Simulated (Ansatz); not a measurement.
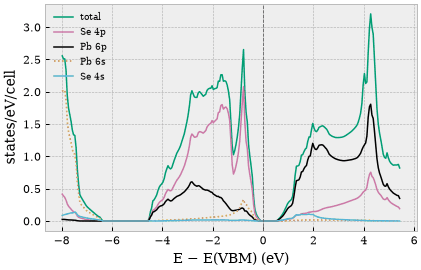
Total and projected density of states of PbSe (rock salt, Fm-3m), PBE in the plane-wave PAW code Ansatz

**Question.** Which orbitals carry the states next to the gap?

**Answer.** Top 1 eV of the valence band: Se 4p 75 %, Pb 6s 14 %, Pb 6p 9 %. Bottom 1 eV of the conduction band: Pb 6p 73 %, Se 4s 12 %, Se 4p 11 %. Projections are on Löwdin-orthogonalised atomic valence shells; empty p or d shells of many metals are not among them.

**Question.** Where is the tallest occupied peak in this window, and what makes it?

**Answer.** Near -0.8 eV, about 2.7 states/eV per cell; the largest projected share is Se 4p.

Symmetry was held in the PBE relaxation. The volume moved by -29 % from the start of the relaxation. Scalar-relativistic: spin–orbit coupling is off unless named, which matters more the heavier the elements.

Potentials: the later of the program's two PAW sets.
